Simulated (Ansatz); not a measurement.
**PbSe (rock salt), scan of one atom of the cell**

PbSe (rock salt)

```xyz
2
Lattice="0.0000 3.1088 3.1088 3.1088 0.0000 3.1088 3.1088 3.1088 0.0000" Properties=species:S:1:pos:R:3 pbc="T T T"
Se     0.0000     0.0000     0.0000
Pb     3.1088     3.1088     3.1088
```

Scan: atom 2 (Pb, nearest neighbour Se at 3.109 Å; its periodic images, 4.4 Å or more away, move with it) is displaced along Cartesian x, direction (1.000, 0.000, 0.000) in Cartesian axes, by s. The other atoms stay.

The numbers are results of PBE (plane waves to 420 eV, PAW, scalar-relativistic; Ansatz, a program for electronic structure), not measurements. k mesh 8×8×8 (Γ-centred), Fermi-Dirac smearing 0.05 eV. The energy includes the smearing's −TS. PbSe was relaxed with its symmetry unable to fall. Spin-orbit coupling is left out, though Pb is heavy. The PAW data are Ansatz's earlier set. The zero of ΔE is the undisplaced structure.

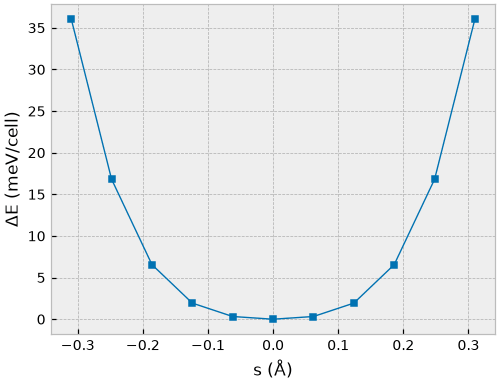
Figure. ΔE (meV/cell) against s (Å); one marker a computed point.

The energy at s = 0.310 Å is 36.1 meV/cell and the force along the line at s = -0.310 Å is 0.405 eV/Å. Symmetry of the curve: even: the same for both signs. Shape of the curve: a single well with its minimum at or next to zero displacement.

With its periodic images moving along, the atom's site symmetry in this cell is m-3m.

(A displaced cell: forces are minus the slopes of the energy, force constants its curvatures, and phonons follow from these.)
